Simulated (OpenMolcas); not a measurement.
## Multiconfigurational calculation: Pm³⁺ complex (part 2 of 2)

The same run, continued: Pm³⁺ with 8 ligands (O; square antiprism, 2.61 Å), neutralised by 8 outer point charges of +1.6 e, whose field is part of the energies. Method: state-averaged CASSCF, active space 4 electrons in the shell 4f, basis ANO-RCC-VDZP on the metal and ANO-RCC-VDZP on the ligands, DKH2 scalar Hamiltonian, spin-orbit coupling by RASSI with atomic mean-field integrals (OpenMolcas).

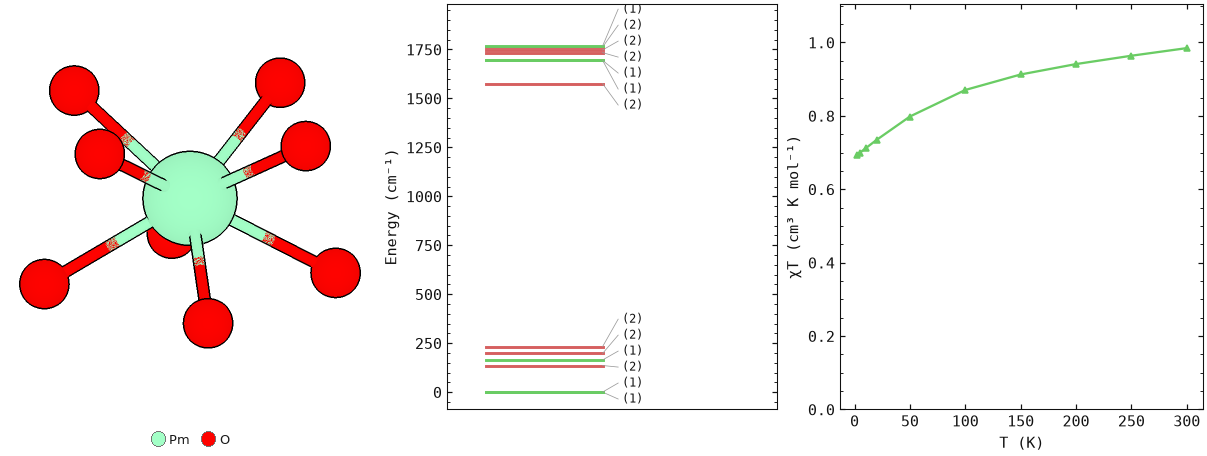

Figure 1. Pm³⁺ (4f⁴) with 8 ligands, O²⁻, at 2.61 Å (arrangement: square antiprism, D4d), axial distortion 1.05, neutralised by outer point charges of +1.6 e, and its levels and susceptibility. Labels give the representation in O, Td, D4 or D3 as the site allows (double group for half-integer spin) where it could be assigned and, in brackets, the degeneracy; spin-free states, where drawn, share the zero of the spin-orbit levels. Powder susceptibility by Van Vleck's formula. The ground level is non-degenerate, 98 % from states of spin multiplicity 5 (of the 210 states of multiplicity 3, 106 enter the spin-orbit step). The next level lies only 0.12 cm⁻¹ higher, so the two form a quasi-doublet; the first real gap is 136 cm⁻¹. The lowest J multiplet spreads over 233 cm⁻¹. χT is 0.693 cm³ K mol⁻¹ at 2 K and 0.985 at 300 K, an effective moment of 2.81 μB. The active orbitals hold 100 % metal character (Löwdin), and the Mulliken charge of the metal is +1.56.

Input file:
```
&GATEWAY
Coord
9

Pm 0.0 0.0 0.0
O 2.091733 0.866424 1.298485
O -0.866424 2.091733 1.298485
O -2.091733 -0.866424 1.298485
O 0.866424 -2.091733 1.298485
O 2.091733 -0.866424 -1.298485
O 0.866424 2.091733 -1.298485
O -2.091733 0.866424 -1.298485
O -0.866424 -2.091733 -1.298485
Basis=Pm.ANO-RCC-VDZP,O.ANO-RCC-VDZP
Group=NoSym
NoMove
AngMom=0.0 0.0 0.0
AMFI
RICD
XField
8 Angstrom 0
4.175452 1.729528 2.591995 1.625000
-1.729528 4.175452 2.591995 1.625000
-4.175452 -1.729528 2.591995 1.625000
1.729528 -4.175452 2.591995 1.625000
4.175452 -1.729528 -2.591995 1.625000
1.729528 4.175452 -2.591995 1.625000
-4.175452 1.729528 -2.591995 1.625000
-1.729528 -4.175452 -2.591995 1.625000
&SEWARD
&RASSCF
FileOrb=start.orb
Symmetry=1
Spin=5
nActEl=4 0 0
Inactive=67
Ras2=7
CIRoot=35 35 1
SDav=35
CIMx=300
Iter=150 100
PrWF=0.3
OrbListing=Nothing
MaxOrb=0
LevShft=1.0
>>> COPY $Project.JobIph JOB001
&RASSCF
FileOrb=start.orb
Symmetry=1
Spin=3
nActEl=4 0 0
Inactive=67
Ras2=7
CIRoot=162 162 1
SDav=210
CIMx=300
Iter=150 100
PrWF=0.3
OrbListing=Nothing
MaxOrb=0
CIOnly
LevShft=1.0
>>> COPY $Project.JobIph JOB002
&RASSCF
FileOrb=start.orb
Symmetry=1
Spin=1
nActEl=4 0 0
Inactive=67
Ras2=7
CIRoot=162 162 1
SDav=196
CIMx=300
Iter=150 100
PrWF=0.3
OrbListing=Nothing
MaxOrb=0
CIOnly
LevShft=1.0
>>> COPY $Project.JobIph JOB003
&RASSI
NrOfJobIphs=3 32 106 31
1 2 3 4 5 6 7 8 9 10 11 12 13 14 15 16 17 18 19 20 21 22 23 24 25 26 27
28 29 30 31 32
1 2 3 4 5 6 7 8 9 10 11 12 13 14 15 16 17 18 19 20 21 22 23 24 25 26 27
28 29 30 31 32 33 34 35 36 37 38 39 40 41 42 43 44 45 46 47 48 49 50 51
52 53 54 55 56 57 58 59 60 61 62 63 64 65 66 67 68 69 70 71 72 73 74 75
76 77 78 79 80 81 82 83 84 85 86 87 88 89 90 91 92 93 94 95 96 97 98 99
100 101 102 103 104 105 106
1 2 3 4 5 6 7 8 9 10 11 12 13 14 15 16 17 18 19 20 21 22 23 24 25 26 27
28 29 30 31
IphNames
JOB001
JOB002
JOB003
EJob
SpinOrbit
DIPRint=1.0
SOCoupling=1000.0
Subsets=2
Property=9
'ANGMOM' 1 'ANGMOM' 2 'ANGMOM' 3 'MLTPL  1' 1 'MLTPL  1' 2 'MLTPL  1' 3
'AMFI' 1 'AMFI' 2 'AMFI' 3
SOProperty=3
'ANGMOM' 1 'ANGMOM' 2 'ANGMOM' 3
```

The file start.orb holds starting orbitals from an earlier step. A driver script formed the levels outside the program, from RASSI's spin-orbit matrix and the active-space energies, averaged over the components of each term or state.

Command:
```bash
OMP_NUM_THREADS=1 MOLCAS_MEM=2457 MOLCAS_PROJECT=a pymolcas a.inp > a.log  # once for each step of the input, in one work folder
```

Key numbers:

- outcome: converged
- energy of the lowest spin-free term: −10618.13154 hartree
- energy of the lowest spin-orbit level: −10618.15109 hartree
- largest spread among components of a term: 0.4 cm⁻¹
- hardware: 1 thread of Arm Neoverse V1, 24 GiB of memory available, shared host
- wall time: 4.3 min
- peak memory: 0.6 GiB

Notes:

Without dynamic correlation the splittings between terms come out too large, often by 20 to 50 %. Caveats: high states of lower spin left out of the spin-orbit mixing; bare point charges leave oxide and sulfide ligands too diffuse, field too small; distances are set from ionic radii, not optimised; spin-free states above about 39,000 cm⁻¹ are left out of the spin-orbit step.
